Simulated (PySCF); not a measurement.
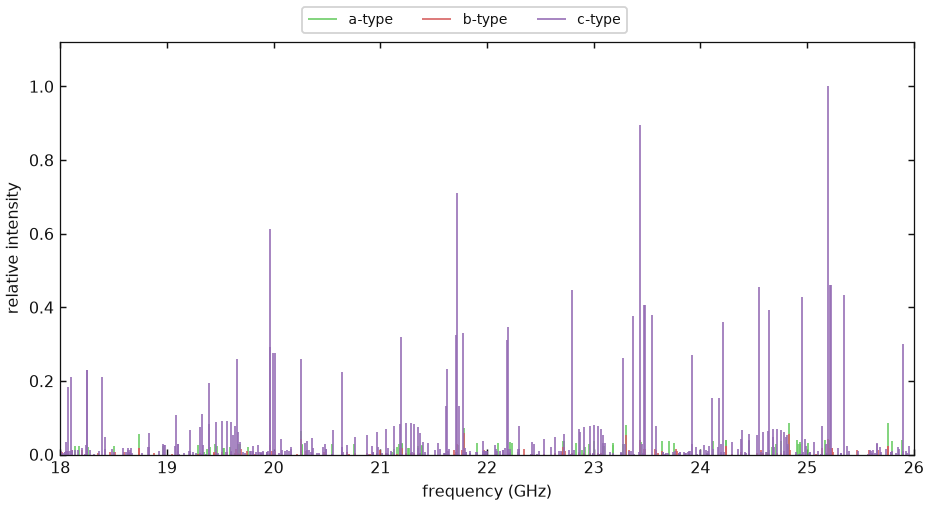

C₇H₉OP, SMILES C#C[P@@](=O)(C=C)/C=C/C. Simulated rotational absorption lines between 18 and 26 GHz at 10 K: rigid rotor with the equilibrium constants and dipole of one optimised conformer (PBE0-D3(BJ)/def2-SVP, PySCF), commonest isotopes; no centrifugal distortion, hyperfine structure, internal rotation or nuclear-spin weights; lines within 1 MHz of each other are summed. Lines of different type are drawn apart.

> What are the rotational constants, and what kind of rotor is it?

Rotational constants A, B, C = 1.735, 0.9821, 0.7614 GHz; Ray's κ = −0.55, an asymmetric top on the prolate side.

> Which dipole components drive the lines?

|μa|, |μb|, |μc| = 0.86, 0.72, 3.40 D; c-type lines carry 85 % of the intensity in this range.

Known limits of this run: coarse grid, loose stop and no frequency check, small forces are noise and the end may be a saddle.
